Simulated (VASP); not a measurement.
Band structure of CdS (space group P6_3mc). These are PBEsol GGA with spin-orbit coupling, VASP's PBE PAW potentials (set 64) (plane waves; VASP 6.6.1) values and carry that method's errors.

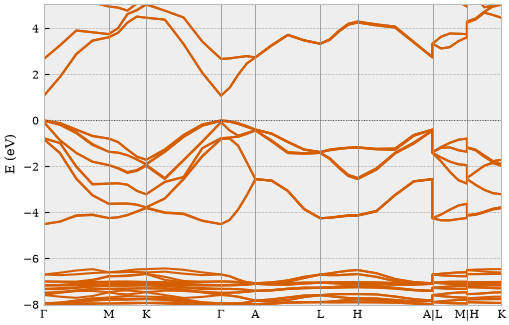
Bands along high-symmetry lines, zero at the valence-band maximum or, without a gap, the Fermi level

Q: Read the plot: is there a gap, and where are the band edges?

A: The gap is direct, 1.07 eV, from the valence maximum at Γ to the conduction minimum at Γ.

The structure comes from a measured CdS entry (P6_3mc) of the Crystallography Open Database, whose conditions weren't checked. It was relaxed first.
